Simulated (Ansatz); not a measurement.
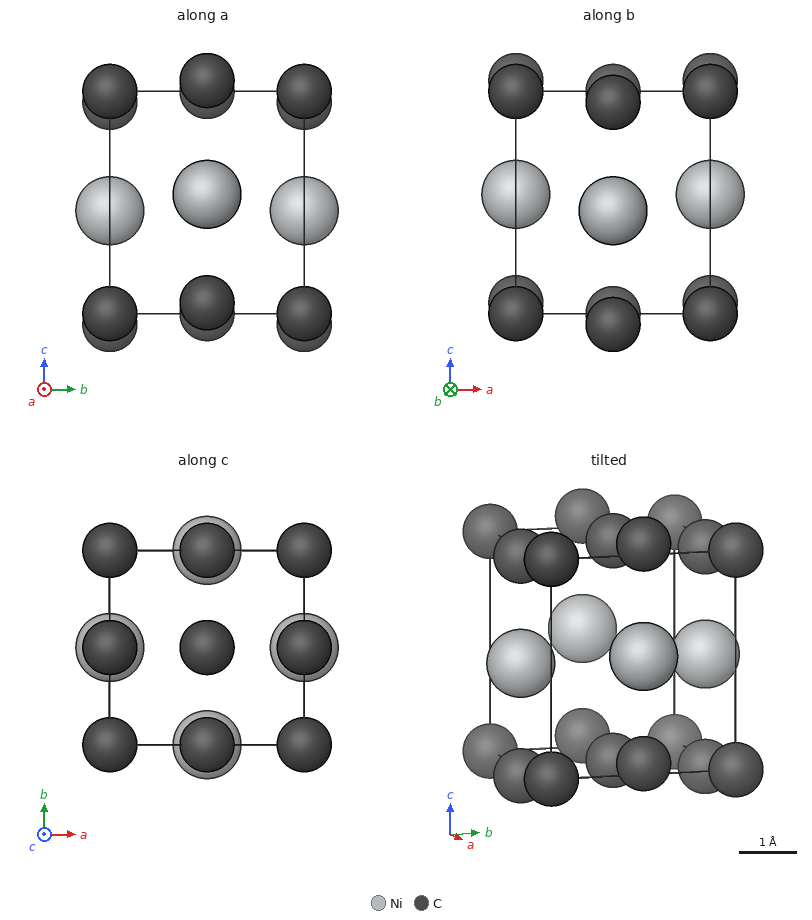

A spheres-only rendering, viewed along the a axis, along the b axis, along the c axis and slightly off an axis. Atoms at the boundary of the conventional unit cell (the box) are drawn once for each face, edge or corner they touch.

Lattice parameters: a = 3.4400 Å, b = 3.4400 Å, c = 3.9322 Å, α = 90.000°, β = 90.000°, γ = 90.000°.

**Turn the picture into a CIF with its space group and independent sites, with free fractional coordinates to two decimals.**

```cif
data_structure
_symmetry_space_group_name_H-M 'P 4/n m m :1'
_symmetry_Int_Tables_number 129
_cell_length_a 3.4400
_cell_length_b 3.4400
_cell_length_c 3.9322
_cell_angle_alpha 90.000
_cell_angle_beta 90.000
_cell_angle_gamma 90.000
_cell_volume 46.53
loop_
_atom_site_label
_atom_site_type_symbol
_atom_site_symmetry_multiplicity
_atom_site_Wyckoff_symbol
_atom_site_fract_x
_atom_site_fract_y
_atom_site_fract_z
_atom_site_occupancy
Ni1 Ni 2 c 0.00 0.50 0.54 1
C1 C 2 a 0.00 0.00 0.00 1
C2 C 2 c 0.00 0.50 0.05 1
```

It derives from a structure type filled with these elements by a generator (whether the compound takes this form wasn't checked). Atoms and cell were optimised with Ansatz, DFT PBE, scalar-relativistic, plane waves, PAW.
